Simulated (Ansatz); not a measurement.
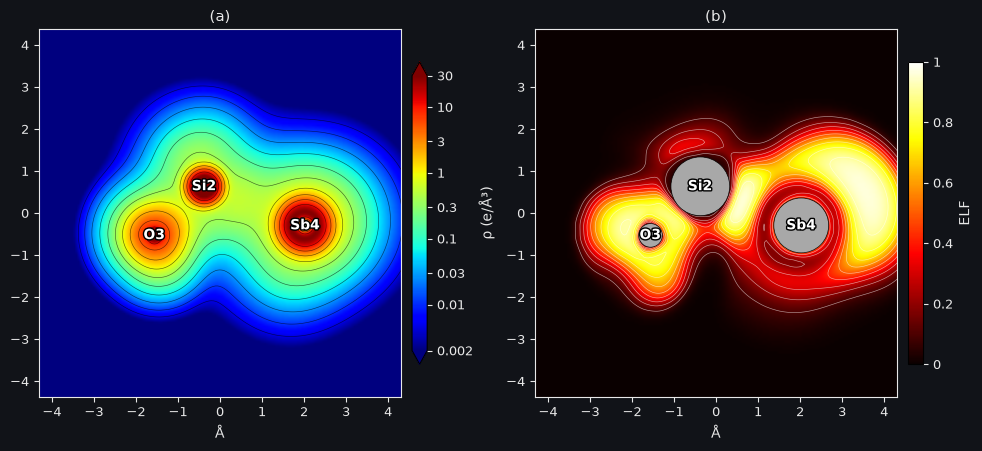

The picture shows: H5O2SbSi (SMILES O[SiH](O)[SbH2]). (a) electron density; (b) electron localisation function on the plane of atoms O3, Si2 and Sb4. Grey discs cover the atomic cores in the ELF map.

Core potentials replace the inner electrons of Sb.

Method: Ansatz, RKS PBE0-D4/def2-SVP.

Input

```
crystal:
  periodic: [false, false, false]
  atoms:
    - { symbol: O, position_ang: [-0.3374, 1.0315, -1.3384] }
    - { symbol: Si, position_ang: [0.5349, 0.4327, -0.0553] }
    - { symbol: O, position_ang: [1.9412, -0.271, -0.6868] }
    - { symbol: Sb, position_ang: [-0.737, -1.3071, 1.1476] }
    - { symbol: H, position_ang: [-1.1924, 1.4434, -0.9356] }
    - { symbol: H, position_ang: [0.8867, 1.5312, 0.8801] }
    - { symbol: H, position_ang: [2.4731, -0.6144, 0.1305] }
    - { symbol: H, position_ang: [0.64115, -2.41632, 1.07892] }
    - { symbol: H, position_ang: [-0.21, -0.65839, 2.76683] }
basis:
  gaussian: { orbitals: def2-SVP }
hamiltonian:
  xc: pbe0
  dispersion: d4
relax:
  f_tol: 0.015
  max_steps: 40
output:
  orbitals: {}
```

Command:

```sh
ansatz run input.yaml --threads 2 --pin off --max-ram 3072MiB --backend cpu --events-out ev --progress --plain --runs-dir out
```

The fields are those of the relaxed geometry.

> Read the bonding off the picture.

- The plane passes through Si, O and Sb nuclei.
- Si–O (1.66 Å): ρ is about 1.1 e/Å³ halfway; the ELF peaks at about 0.85 between the atoms: a shared but strongly polarised pair.
- Si–Sb (2.57 Å): the density is about 0.54 e/Å³ at the midpoint; the ELF peaks at about 0.95 between the atoms; a covalent bond.
- The ELF also peaks beside O3, away from the bonds: lone-pair regions.
